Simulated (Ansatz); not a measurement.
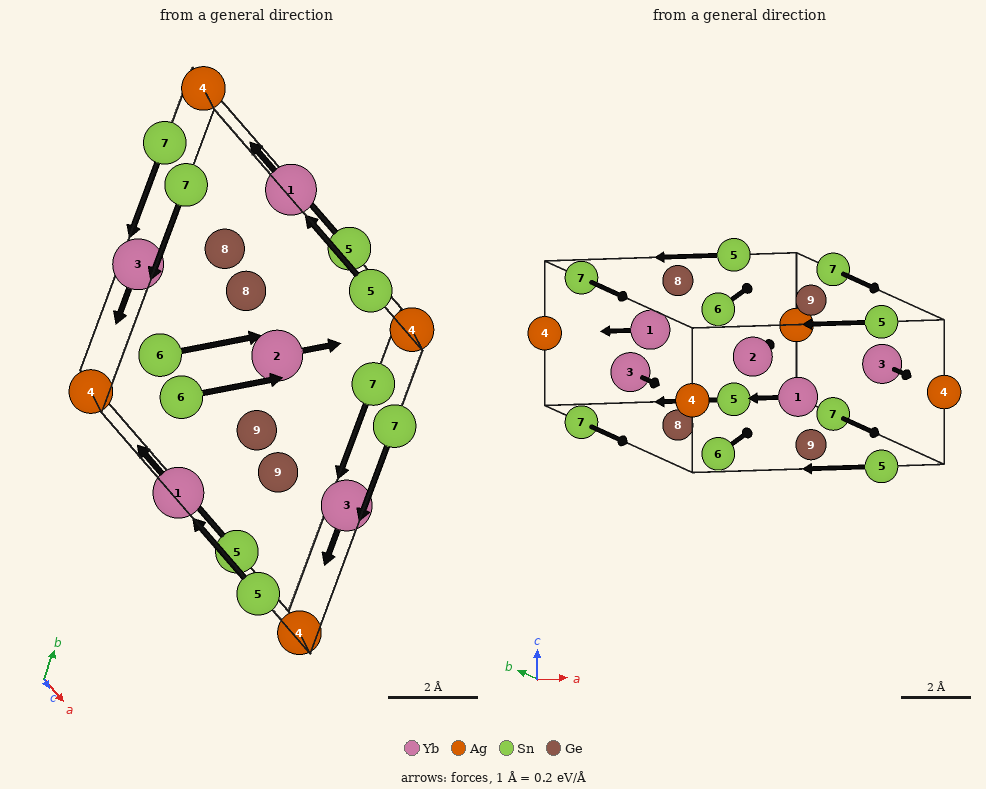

Structure drawing (spheres-only), viewed from two general directions. The simulation cell is outlined; an atom on or near a face, edge or corner is repeated at each equivalent position. The arrows are the computed forces on the atoms.

System: Yb3AgSn3Ge2. Method used: Ansatz 0.2.0, DFT, PAW plane waves, r2SCAN. It ran with a cutoff energy of 500 eV, k-grid 4×4×5, Fermi-Dirac smearing of 0.084 eV, no spin polarisation (a spin-restricted run, not always the ground state).

### Judging by the arrows, is the geometry relaxed?

No. The atoms still feel forces of up to about 0.38 eV/Å, far above a usual threshold of 0.01 to 0.03 eV/Å.

### Identify the atom with the maximum force.

All Sn atoms, about 0.38 eV/Å.

Note that this is a generated cell, made by putting these elements into a known structure type (the compound may or may not exist in this form), and that it hasn't been relaxed. It was run through Ansatz as a DFT input.
